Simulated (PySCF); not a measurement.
Molecule: SMILES [SiH3][SiH2][SiH2][SiH3] (H₁₀Si₄). Atoms near the plane z = 0.0 Å, at the GFN2-xTB optimised geometry (x, y, z in Å): Si2 (2.0, -0.9, 0.0), Si3 (-0.3, -0.9, 0.0), Si4 (-1.3, 1.2, 0.0), H8 (2.5, -2.2, -0.2), H12 (-2.5, 1.3, -0.8), H13 (-0.4, 2.2, -0.6).

Computed with PBE/def2-TZVP run with PySCF. Cells within 0.4 Å of a nucleus heavier than hydrogen are left out (blank, or x). The values are rescaled to run from 0 to 1.

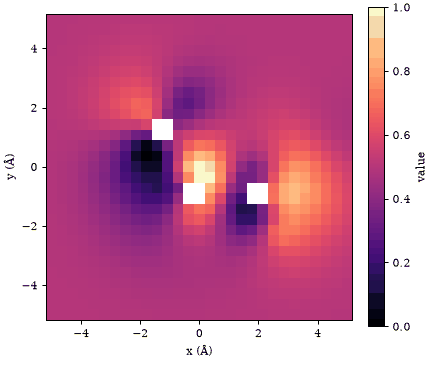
*a field on the plane z = 0.0 Å.*

Task: Which quantity is mapped?
(A) electron localisation function
(B) Laplacian of the electron density
(C) an orbital amplitude
(D) log10 of the electron density

Result: C, an orbital amplitude. In full: LUMO amplitude (bohr^(-3/2)).
